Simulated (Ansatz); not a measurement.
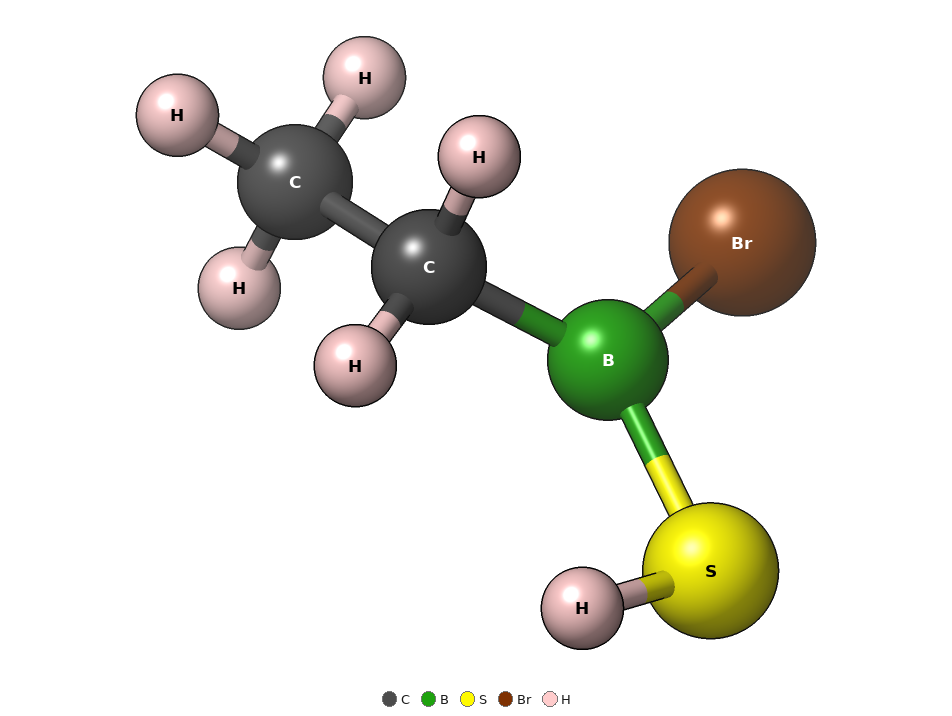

Ball-and-stick drawing of a structure. Every bond is drawn as one stick, whatever its order.

> Which formula does it have?

C₂H₆BBrS, 11 atoms: 2 carbon, 6 hydrogen, 1 boron, 1 bromine and 1 sulfur.

> What is the point group of this geometry?

C1.

The parts below concern this one geometry. Atoms keep their numbers from picture to picture. Computed geometry: PBE0-D4/def2-TZVP optimisation.

## Shape

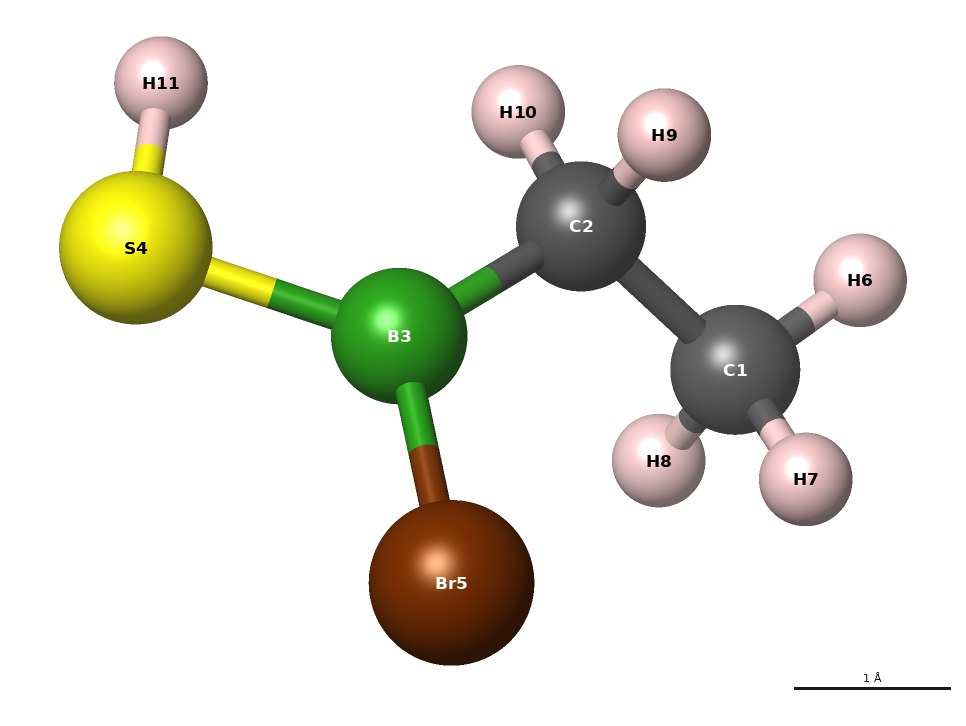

Atoms carry their numbers in the input.

Give the bond lengths.

```json
{"bond": "C1–C2", "length (Å)": "1.527", "order": "single"}
{"bond": "C1–H6", "length (Å)": "1.092", "order": "single"}
{"bond": "C1–H7", "length (Å)": "1.091", "order": "single"}
{"bond": "C1–H8", "length (Å)": "1.092", "order": "single"}
{"bond": "C2–B3", "length (Å)": "1.563", "order": "single"}
{"bond": "C2–H9", "length (Å)": "1.100", "order": "single"}
{"bond": "C2–H10", "length (Å)": "1.095", "order": "single"}
{"bond": "B3–S4", "length (Å)": "1.786", "order": "single"}
{"bond": "B3–Br5", "length (Å)": "1.930", "order": "single"}
{"bond": "S4–H11", "length (Å)": "1.345", "order": "single"}
```

## Charges

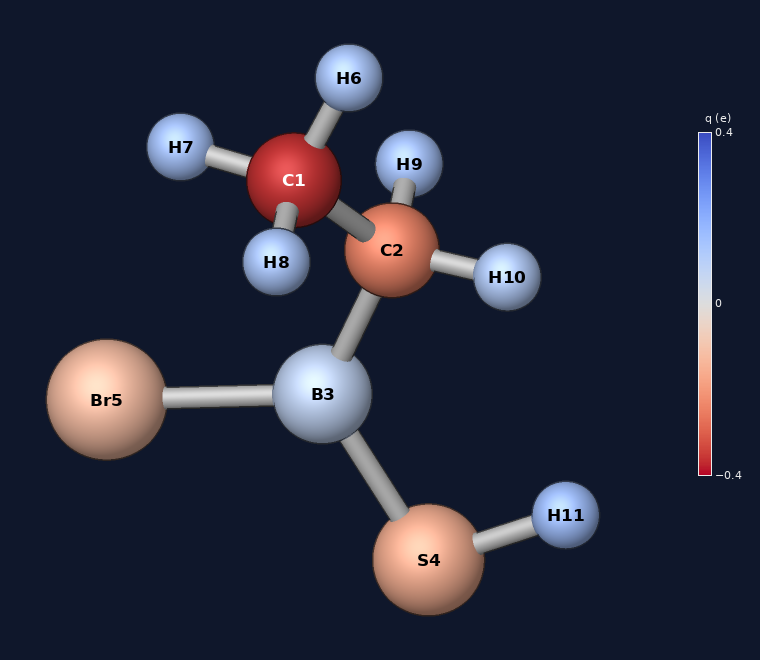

Atoms are coloured by their Mulliken charges. Method: RKS PBE0-D4/def2-TZVP (Ansatz 0.2.0).

> Which atom carries the highest charge (most positive or least negative)?

H11 (0.15 e).

> And the lowest?

C1 (−0.36 e).

Give the Mulliken charges atom by atom.

```json
{"atom": "C1", "value (e)": "−0.36"}
{"atom": "C2", "value (e)": "−0.24"}
{"atom": "B3", "value (e)": "0.08"}
{"atom": "S4", "value (e)": "−0.15"}
{"atom": "Br5", "value (e)": "−0.12"}
{"atom": "H6", "value (e)": "0.13"}
{"atom": "H7", "value (e)": "0.14"}
{"atom": "H8", "value (e)": "0.13"}
{"atom": "H9", "value (e)": "0.14"}
{"atom": "H10", "value (e)": "0.11"}
{"atom": "H11", "value (e)": "0.15"}
```

## Electronic properties

Properties computed with RKS CAM-B3LYP-D4/def2-TZVPP (Ansatz 0.2.0).

Computed properties:

- HOMO energy (Kohn–Sham orbital): −9.23 eV
- LUMO energy (Kohn–Sham orbital): 0.10 eV
- HOMO–LUMO gap: 9.34 eV
- dispersion correction: −23.5 kJ/mol

## Vibrations

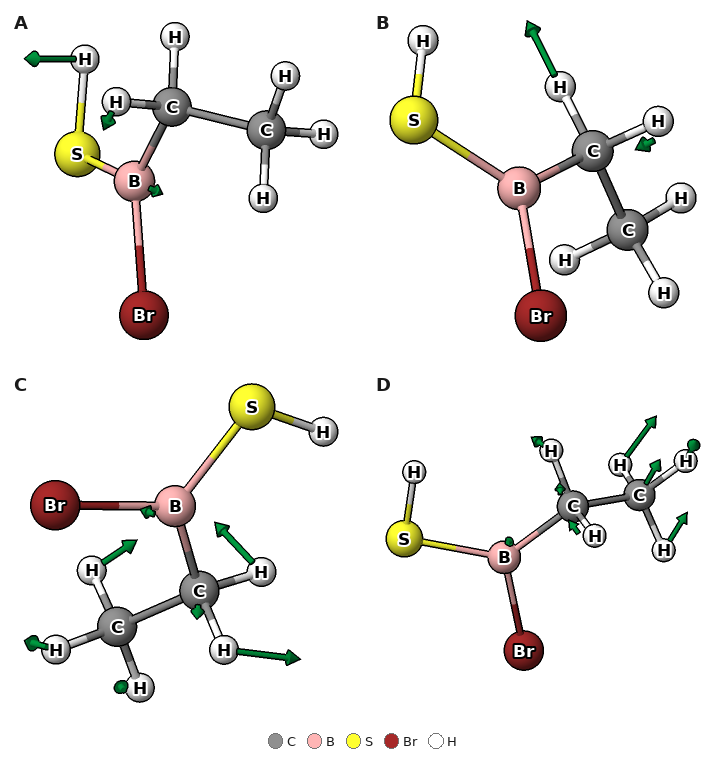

4 normal modes of one molecule or complex, as arrows. Harmonic vibrations computed with RKS PBE0-D4/def2-TZVP (Ansatz 0.2.0) at a stationary point of the same level.

> Match the panels to the wavenumbers 160 cm⁻¹, 432 cm⁻¹, 713 cm⁻¹, 3071 cm⁻¹.

A: 432 cm⁻¹
B: 3071 cm⁻¹, C–H stretching
C: 713 cm⁻¹, angle bending
D: 160 cm⁻¹

Mulliken values depend strongly on the basis set and can even reverse the polarity of a bond.
